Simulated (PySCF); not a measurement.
# OI2: one geometry, several methods

Aim: at the PBE0 minimum of singlet OI2, found before, compare methods on energies and levels.

Method: several methods, basis O def2-SVP, I def2-SVP with ECP28, scalar-relativistic core potentials, no spin–orbit coupling, density fitting; program: PySCF 2.14.0.

## (1) Starting geometry

3 atoms, charge 0, spin multiplicity 1.

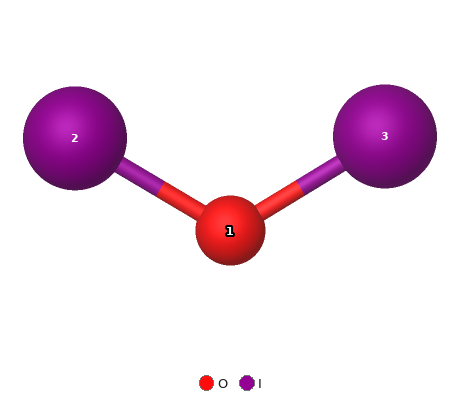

The starting geometry (oxygen red, iodine purple); atoms are numbered from 1 in the order of the file.

Z-matrix (Å, degrees; charge 0 multiplicity 1):
```
O
I  1 2.0229
I  1 2.0229 2 117.97
```

## (2) Real-space pictures of the lowest minimum

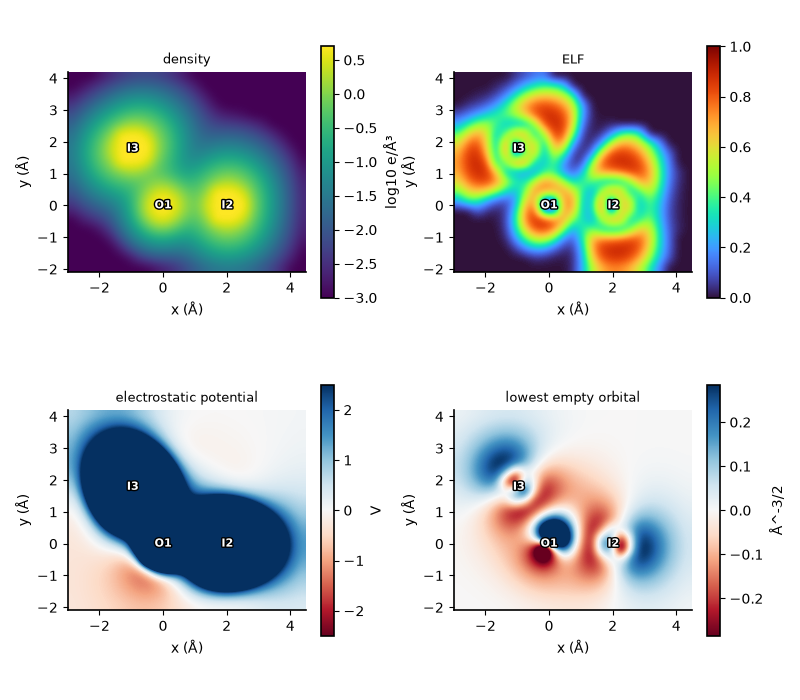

The plane holds O1 at (0.00, 0.00), I2 at (2.02, 0.00), I3 at (-0.95, 1.79) Å. ELF is set to 0 where the density is under 0.005 e/Å³; an orbital's overall sign is arbitrary. The potential's colours end at ±2.5 V. Electrons inside core potentials are absent.

Making the fields took 0.6 s on 2 threads of Intel Xeon 6975P-C (Granite Rapids), shared host.

## (3) PBE0

The steps are one call of a driver around PySCF; scf.py gives each level's set-up. Each SCF starts from the density of the minimum. The driver also runs the species with one electron less or more at the same geometry; their logs are not shown.

The input, scf.py:

```python
from pyscf import gto, scf, dft
mol = gto.M(atom='''
O     -0.094515     0.975826     0.000000
I      0.005969    -0.061626     1.733676
I      0.005969    -0.061626    -1.733676''',
    basis={'O': 'def2-SVP', 'I': 'def2-SVP'},
    ecp={'I': 'def2-SVP'},
    charge=0, spin=0)
mf = dft.RKS(mol, xc='PBE0')
mf.grids.atom_grid = (75, 302)
aux = {'O': 'def2-universal-JKFIT', 'I': 'def2-universal-JKFIT'}
mf = mf.density_fit(auxbasis=aux)
mf.conv_tol = 1e-08
mf.diis_space = 10
mf.max_cycle = 60
mf.verbose = 4
mf.kernel()
```

On the command line:

```console
$ OMP_NUM_THREADS=2 python axn.py task.json out
```

Output:

```text
init E= -670.423596333619
  HOMO = -0.26223923795002  LUMO = -0.141191377294945  gap/eV = 3.29388
cycle= 1 E= -670.423596333366  delta_E= 2.53e-10  |g|= 3.65e-05  |ddm|= 3.81e-05
  HOMO = -0.26224453644026  LUMO = -0.141196729737196  gap/eV = 3.29388
Extra cycle  E= -670.423596331552  delta_E= 1.81e-09  |g|= 9.81e-05  |ddm|= 0.000101
converged SCF energy = -670.423596331552
```

This level, with the species of one electron less or more, took 1.8 s.

- energy: -670.423596 Eh
- one electron less (charge +1): -670.084704 Eh (doublet, ⟨S²⟩ 0.75)
- one electron more (charge -1): -670.492717 Eh (doublet, ⟨S²⟩ 0.76)
- Mulliken charge of O1: -0.58 e

## (4) HF

scf.py, as its differences from that of step 3:

```diff
@@ -9,2 +9 @@
-mf = dft.RKS(mol, xc='PBE0')
-mf.grids.atom_grid = (75, 302)
+mf = scf.RHF(mol)
```

Output:

```text
init E= -667.981197895433
  HOMO = -0.363122045702931  LUMO = -0.00535073195062452  gap/eV = 9.73545
cycle= 1 E= -667.999486041384  delta_E= -0.0183  |g|= 0.0537  |ddm|= 0.471
  HOMO = -0.371730554516702  LUMO = -0.00883976347105886  gap/eV = 9.87476
cycle= 2 E= -668.000810189443  delta_E= -0.00132  |g|= 0.018  |ddm|= 0.0994
  HOMO = -0.372372777370942  LUMO = -0.00919875026895411  gap/eV = 9.88247
cycle= 3 E= -668.001054803004  delta_E= -0.000245  |g|= 0.0177  |ddm|= 0.0486
  HOMO = -0.371776786202972  LUMO = -0.00805618372313432  gap/eV = 9.89734
cycle= 4 E= -668.001160066103  delta_E= -0.000105  |g|= 0.00497  |ddm|= 0.0196
  HOMO = -0.371811077668265  LUMO = -0.00850284105255383  gap/eV = 9.88612
cycle= 5 E= -668.001200588882  delta_E= -4.05e-05  |g|= 0.00264  |ddm|= 0.0196
  HOMO = -0.371458276556538  LUMO = -0.00851413181700877  gap/eV = 9.87621
cycle= 6 E= -668.001212046349  delta_E= -1.15e-05  |g|= 0.000713  |ddm|= 0.0132
  HOMO = -0.371473784875436  LUMO = -0.00869022325890967  gap/eV = 9.87184
cycle= 7 E= -668.001213030127  delta_E= -9.84e-07  |g|= 0.000191  |ddm|= 0.00407
  HOMO = -0.371470416118978  LUMO = -0.00870397831946335  gap/eV = 9.87138
cycle= 8 E= -668.001213078347  delta_E= -4.82e-08  |g|= 5.56e-05  |ddm|= 0.000851
  HOMO = -0.371474884146196  LUMO = -0.0087093313697757  gap/eV = 9.87135
cycle= 9 E= -668.001213081197  delta_E= -2.85e-09  |g|= 1.04e-05  |ddm|= 0.000199
  HOMO = -0.371475057182925  LUMO = -0.0087094787006663  gap/eV = 9.87135
Extra cycle  E= -668.001213081323  delta_E= -1.26e-10  |g|= 5.24e-06  |ddm|= 2.68e-05
converged SCF energy = -668.001213081323
```

This level, with the species of one electron less or more, took 2 s.

| Property | Result |
| --- | --- |
| energy | -668.001213 Eh |
| one electron less (charge +1) | -667.672879 Eh (doublet, ⟨S²⟩ 0.80) |
| one electron more (charge -1) | -668.046453 Eh (doublet, ⟨S²⟩ 0.84) |
| Mulliken charge of O1 | -0.76 e |

## (5) PBE

scf.py, as its differences from that of step 4:

```diff
@@ -9 +9,2 @@
-mf = scf.RHF(mol)
+mf = dft.RKS(mol, xc='PBE')
+mf.grids.atom_grid = (75, 302)
```

Output:

```text
init E= -670.386235654339
  HOMO = -0.209269861896743  LUMO = -0.1719946987591  gap/eV = 1.01431
cycle= 1 E= -670.387873298039  delta_E= -0.00164  |g|= 0.0585  |ddm|= 0.295
  HOMO = -0.21715552607731  LUMO = -0.177886852163322  gap/eV = 1.06856
cycle= 2 E= -670.374855307507  delta_E= 0.013  |g|= 0.247  |ddm|= 0.284
  HOMO = -0.210363940144301  LUMO = -0.171907878741159  gap/eV = 1.04644
cycle= 3 E= -670.388734994363  delta_E= -0.0139  |g|= 0.0142  |ddm|= 0.199
  HOMO = -0.210624959150501  LUMO = -0.172413879921617  gap/eV = 1.03978
cycle= 4 E= -670.388786641188  delta_E= -5.16e-05  |g|= 0.00229  |ddm|= 0.0177
  HOMO = -0.210422517156484  LUMO = -0.17219204239198  gap/eV = 1.04030
cycle= 5 E= -670.388787935755  delta_E= -1.29e-06  |g|= 0.000364  |ddm|= 0.00324
  HOMO = -0.210442485710857  LUMO = -0.172211223718577  gap/eV = 1.04033
cycle= 6 E= -670.388787985009  delta_E= -4.93e-08  |g|= 4.89e-05  |ddm|= 0.000616
  HOMO = -0.210445000935739  LUMO = -0.17221420682414  gap/eV = 1.04031
cycle= 7 E= -670.388787985685  delta_E= -6.77e-10  |g|= 9.9e-06  |ddm|= 9.63e-05
  HOMO = -0.210445162694455  LUMO = -0.172214604107801  gap/eV = 1.04031
Extra cycle  E= -670.388787985483  delta_E= 2.02e-10  |g|= 3.2e-05  |ddm|= 4.7e-05
converged SCF energy = -670.388787985483
```

This level, with the species of one electron less or more, took 3.7 s.

* energy: -670.388788 Eh
* one electron less (charge +1): -670.066560 Eh (doublet, ⟨S²⟩ 0.75)
* one electron more (charge -1): -670.452708 Eh (doublet, ⟨S²⟩ 0.75)
* Mulliken charge of O1: -0.52 e

## (6) B3LYP

scf.py, as its differences from that of step 5:

```diff
@@ -9 +9 @@
-mf = dft.RKS(mol, xc='PBE')
+mf = dft.RKS(mol, xc='B3LYP')
```

Output:

```text
init E= -670.6679321373
  HOMO = -0.252190504944924  LUMO = -0.147959245163879  gap/eV = 2.83628
cycle= 1 E= -670.667948590489  delta_E= -1.65e-05  |g|= 0.0504  |ddm|= 0.112
  HOMO = -0.244780912264197  LUMO = -0.141053317539409  gap/eV = 2.82257
cycle= 2 E= -670.66429295766  delta_E= 0.00366  |g|= 0.14  |ddm|= 0.139
  HOMO = -0.250563548249982  LUMO = -0.146337218280681  gap/eV = 2.83614
cycle= 3 E= -670.668434387118  delta_E= -0.00414  |g|= 0.00737  |ddm|= 0.109
  HOMO = -0.250400989085943  LUMO = -0.146197020967392  gap/eV = 2.83553
cycle= 4 E= -670.668451418611  delta_E= -1.7e-05  |g|= 0.000452  |ddm|= 0.00826
  HOMO = -0.250459687379376  LUMO = -0.146260320405815  gap/eV = 2.83541
cycle= 5 E= -670.668451474263  delta_E= -5.57e-08  |g|= 0.000165  |ddm|= 0.000975
  HOMO = -0.250443067015201  LUMO = -0.146240331113251  gap/eV = 2.83550
cycle= 6 E= -670.66845148039  delta_E= -6.13e-09  |g|= 4.97e-05  |ddm|= 0.000246
  HOMO = -0.250450484577488  LUMO = -0.146246947351546  gap/eV = 2.83552
Extra cycle  E= -670.66845147716  delta_E= 3.23e-09  |g|= 0.000132  |ddm|= 0.00013
converged SCF energy = -670.66845147716
```

This level, with the species of one electron less or more, took 2.8 s on 2 threads of Intel Xeon 6975P-C (Granite Rapids), shared host.

* energy: -670.668451 Eh
* one electron less (charge +1): -670.333656 Eh (doublet, ⟨S²⟩ 0.75)
* one electron more (charge -1): -670.733911 Eh (doublet, ⟨S²⟩ 0.75)
* Mulliken charge of O1: -0.57 e

## (7) r2SCAN

scf.py, as its differences from that of step 6:

```diff
@@ -9,2 +9,2 @@
-mf = dft.RKS(mol, xc='B3LYP')
-mf.grids.atom_grid = (75, 302)
+mf = dft.RKS(mol, xc='R2SCAN')
+mf.grids.atom_grid = (90, 434)
```

Output:

```text
init E= -670.672325878602
  HOMO = -0.22481827423033  LUMO = -0.17297668552353  gap/eV = 1.41068
cycle= 1 E= -670.673179564322  delta_E= -0.000854  |g|= 0.0328  |ddm|= 0.144
  HOMO = -0.22923021794632  LUMO = -0.1768284945089  gap/eV = 1.42592
cycle= 2 E= -670.669892368936  delta_E= 0.00329  |g|= 0.124  |ddm|= 0.14
  HOMO = -0.225354139625924  LUMO = -0.173311470439902  gap/eV = 1.41615
cycle= 3 E= -670.673453167444  delta_E= -0.00356  |g|= 0.00512  |ddm|= 0.101
  HOMO = -0.225289332450036  LUMO = -0.173329073385862  gap/eV = 1.41391
cycle= 4 E= -670.673460502569  delta_E= -7.34e-06  |g|= 0.000495  |ddm|= 0.00624
  HOMO = -0.22530546996526  LUMO = -0.173338870322738  gap/eV = 1.41408
cycle= 5 E= -670.673460580973  delta_E= -7.84e-08  |g|= 0.000138  |ddm|= 0.000769
  HOMO = -0.225297506615309  LUMO = -0.173328769068  gap/eV = 1.41414
cycle= 6 E= -670.673460586781  delta_E= -5.81e-09  |g|= 1.43e-05  |ddm|= 0.00017
  HOMO = -0.225300678319574  LUMO = -0.173332255391024  gap/eV = 1.41413
Extra cycle  E= -670.673460586665  delta_E= 1.16e-10  |g|= 2.6e-05  |ddm|= 4.51e-05
converged SCF energy = -670.673460586665
```

This level, with the species of one electron less or more, took 8.5 s.

- energy: -670.673461 Eh
- one electron less (charge +1): -670.340602 Eh (doublet, ⟨S²⟩ 0.75)
- one electron more (charge -1): -670.745593 Eh (doublet, ⟨S²⟩ 0.75)
- Mulliken charge of O1: -0.55 e

## (8) TPSSh

scf.py, as its differences from that of step 7:

```diff
@@ -9 +9 @@
-mf = dft.RKS(mol, xc='R2SCAN')
+mf = dft.RKS(mol, xc='TPSSH')
```

Output:

```text
init E= -670.299813936699
  HOMO = -0.236221439420618  LUMO = -0.15814281371652  gap/eV = 2.12463
cycle= 1 E= -670.300456959474  delta_E= -0.000643  |g|= 0.0179  |ddm|= 0.0828
  HOMO = -0.23766680976679  LUMO = -0.159566475857488  gap/eV = 2.12522
cycle= 2 E= -670.300478205378  delta_E= -2.12e-05  |g|= 0.00937  |ddm|= 0.0296
  HOMO = -0.236449244911139  LUMO = -0.158402631943847  gap/eV = 2.12376
cycle= 3 E= -670.300488517521  delta_E= -1.03e-05  |g|= 0.00601  |ddm|= 0.0161
  HOMO = -0.236799344565561  LUMO = -0.158740362491027  gap/eV = 2.12409
cycle= 4 E= -670.300496345136  delta_E= -7.83e-06  |g|= 0.00221  |ddm|= 0.00633
  HOMO = -0.236811151845821  LUMO = -0.158765450964523  gap/eV = 2.12373
cycle= 5 E= -670.300497413937  delta_E= -1.07e-06  |g|= 0.000169  |ddm|= 0.00213
  HOMO = -0.236820639113368  LUMO = -0.158772407902141  gap/eV = 2.12380
cycle= 6 E= -670.300497420221  delta_E= -6.28e-09  |g|= 7.26e-05  |ddm|= 0.000261
  HOMO = -0.236827280182027  LUMO = -0.158777981443507  gap/eV = 2.12383
Extra cycle  E= -670.300497410674  delta_E= 9.55e-09  |g|= 0.000219  |ddm|= 0.00024
converged SCF energy = -670.300497410674
```

This level, with the species of one electron less or more, took 9.3 s.

| Item | Value |
| --- | --- |
| energy | -670.300497 Eh |
| one electron less (charge +1) | -669.968304 Eh (doublet, ⟨S²⟩ 0.75) |
| one electron more (charge -1) | -670.368230 Eh (doublet, ⟨S²⟩ 0.75) |
| Mulliken charge of O1 | -0.56 e |

## (9) LDA

scf.py, as its differences from that of step 8:

```diff
@@ -9,2 +9,2 @@
-mf = dft.RKS(mol, xc='TPSSH')
-mf.grids.atom_grid = (90, 434)
+mf = dft.RKS(mol, xc='LDA,VWN')
+mf.grids.atom_grid = (75, 302)
```

Output:

```text
init E= -669.131816871691
  HOMO = -0.212650521337142  LUMO = -0.180234684517362  gap/eV = 0.88208
cycle= 1 E= -669.135335820975  delta_E= -0.00352  |g|= 0.114  |ddm|= 0.409
  HOMO = -0.227938044422904  LUMO = -0.192488009114623  gap/eV = 0.96464
cycle= 2 E= -669.094941295725  delta_E= 0.0404  |g|= 0.441  |ddm|= 0.487
  HOMO = -0.215735791645315  LUMO = -0.181290939142364  gap/eV = 0.93729
cycle= 3 E= -669.138191314229  delta_E= -0.0433  |g|= 0.0153  |ddm|= 0.371
  HOMO = -0.215715761377776  LUMO = -0.181562982724031  gap/eV = 0.92934
cycle= 4 E= -669.138224343811  delta_E= -3.3e-05  |g|= 0.00659  |ddm|= 0.0214
  HOMO = -0.215498672361889  LUMO = -0.181341999788533  gap/eV = 0.92945
cycle= 5 E= -669.138238053595  delta_E= -1.37e-05  |g|= 0.00102  |ddm|= 0.00906
  HOMO = -0.215592677204555  LUMO = -0.181436072034323  gap/eV = 0.92945
cycle= 6 E= -669.13823837439  delta_E= -3.21e-07  |g|= 0.00028  |ddm|= 0.0016
  HOMO = -0.215584412002222  LUMO = -0.181426573040437  gap/eV = 0.92948
cycle= 7 E= -669.138238396063  delta_E= -2.17e-08  |g|= 3.1e-05  |ddm|= 0.000353
  HOMO = -0.215583231279737  LUMO = -0.181426643463428  gap/eV = 0.92945
cycle= 8 E= -669.138238396292  delta_E= -2.3e-10  |g|= 9.59e-06  |ddm|= 5.4e-05
  HOMO = -0.215582587484096  LUMO = -0.181425989233379  gap/eV = 0.92945
Extra cycle  E= -669.138238396119  delta_E= 1.73e-10  |g|= 2.98e-05  |ddm|= 5.02e-05
converged SCF energy = -669.138238396119
```

This level, with the species of one electron less or more, took 2.7 s.

- energy: -669.138238 Eh
- one electron less (charge +1): -668.808813 Eh (doublet, ⟨S²⟩ 0.75)
- one electron more (charge -1): -669.208494 Eh (doublet, ⟨S²⟩ 0.75)
- Mulliken charge of O1: -0.51 e

## (10) M06

scf.py, as its differences from that of step 9:

```diff
@@ -9,2 +9,2 @@
-mf = dft.RKS(mol, xc='LDA,VWN')
-mf.grids.atom_grid = (75, 302)
+mf = dft.RKS(mol, xc='M06')
+mf.grids.atom_grid = (90, 434)
```

Output:

```text
init E= -670.570472749555
  HOMO = -0.25671203262981  LUMO = -0.129872515645435  gap/eV = 3.45148
cycle= 1 E= -670.569676753187  delta_E= 0.000796  |g|= 0.144  |ddm|= 0.28
  HOMO = -0.241372277905491  LUMO = -0.12108962041993  gap/eV = 3.27306
cycle= 2 E= -670.542415607266  delta_E= 0.0273  |g|= 0.381  |ddm|= 0.403
  HOMO = -0.26007800605089  LUMO = -0.133980829021368  gap/eV = 3.43128
cycle= 3 E= -670.574140118691  delta_E= -0.0317  |g|= 0.0104  |ddm|= 0.293
  HOMO = -0.258224807984398  LUMO = -0.132038057799253  gap/eV = 3.43372
cycle= 4 E= -670.574170020572  delta_E= -2.99e-05  |g|= 0.00197  |ddm|= 0.0183
  HOMO = -0.258284295648203  LUMO = -0.132047246751512  gap/eV = 3.43509
cycle= 5 E= -670.574170956132  delta_E= -9.36e-07  |g|= 0.000707  |ddm|= 0.00301
  HOMO = -0.258295149167676  LUMO = -0.132060204122624  gap/eV = 3.43503
cycle= 6 E= -670.574171080391  delta_E= -1.24e-07  |g|= 0.0002  |ddm|= 0.000802
  HOMO = -0.258294977539247  LUMO = -0.132063212077025  gap/eV = 3.43494
cycle= 7 E= -670.574171093007  delta_E= -1.26e-08  |g|= 3.75e-05  |ddm|= 0.000356
  HOMO = -0.258292422268241  LUMO = -0.132062363934725  gap/eV = 3.43489
cycle= 8 E= -670.574171093601  delta_E= -5.93e-10  |g|= 4.04e-06  |ddm|= 9.03e-05
  HOMO = -0.258292309011814  LUMO = -0.132062283548731  gap/eV = 3.43489
Extra cycle  E= -670.574171093604  delta_E= -3.98e-12  |g|= 3.34e-06  |ddm|= 1.21e-05
converged SCF energy = -670.574171093604
```

This level, with the species of one electron less or more, took 9.8 s on 2 threads of Intel Xeon 6975P-C (Granite Rapids), shared host.

* energy: -670.574171 Eh
* one electron less (charge +1): -670.241754 Eh (doublet, ⟨S²⟩ 0.75)
* one electron more (charge -1): -670.632982 Eh (doublet, ⟨S²⟩ 0.75)
* Mulliken charge of O1: -0.65 e

## (11) All levels side by side

| level | atomisation energy (kJ/mol) | vertical ionisation energy (eV) | vertical electron affinity (eV) | −ε(HOMO) (eV) | gap (eV) | dipole (D) | wall time |
| --- | --- | --- | --- | --- | --- | --- | --- |
| PBE0 | 341 | 9.22 | 1.88 | 7.14 | 3.29 | 1.57 | 1.8 s |
| HF | -48 | 8.93 | 1.23 | 10.11 | 9.87 | 1.99 | 2 s |
| PBE | 427 | 8.77 | 1.74 | 5.73 | 1.04 | 1.40 | 3.7 s |
| B3LYP | 343 | 9.11 | 1.78 | 6.82 | 2.84 | 1.55 | 2.8 s |
| r2SCAN | – | 9.06 | 1.96 | 6.13 | 1.41 | 1.46 | 8.5 s |
| TPSSh | 356 | 9.04 | 1.84 | 6.44 | 2.12 | 1.47 | 9.3 s |
| LDA | 565 | 8.96 | 1.91 | 5.87 | 0.93 | 1.43 | 2.7 s |
| M06 | – | 9.05 | 1.60 | 7.03 | 3.43 | 1.71 | 9.8 s |

Times are for 2 threads of Intel Xeon 6975P-C (Granite Rapids), shared host; PBE0 starts from its own converged density, so its time is not comparable. A dash stands where a species or a free atom was not run at that level, or the quantity is not defined.

Atomisation goes to high-spin atoms in their ground configurations, run at the same level, without zero-point energy.

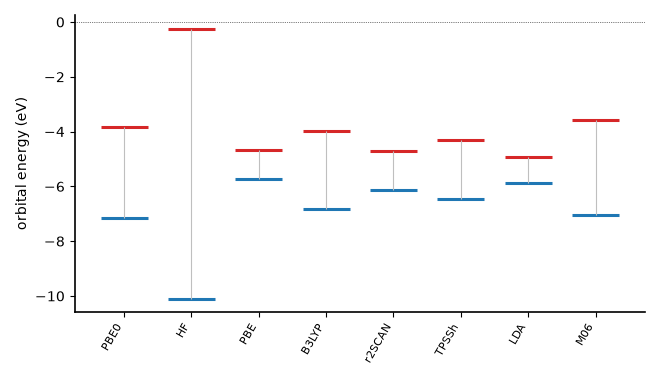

Highest occupied (blue) and lowest empty (red) levels by method.

## (12) Results

| quantity | value |
| --- | --- |
| atomisation energy, range | -48 (HF) to 565 (LDA) kJ/mol |
| vertical ionisation energy, range | 8.77 (PBE) to 9.22 (PBE0) eV |
| vertical electron affinity, range | 1.23 (HF) to 1.96 (r2SCAN) eV |
| orbital gap, range | 0.93 (LDA) to 9.87 (HF) eV |

What this shows: The atomisation energy spreads over 612 kJ/mol, from HF to LDA; without a CCSD(T) value for it there is no yardstick here. Without diffuse functions electron affinities tend to come out too low.  Spin–orbit coupling is left out.
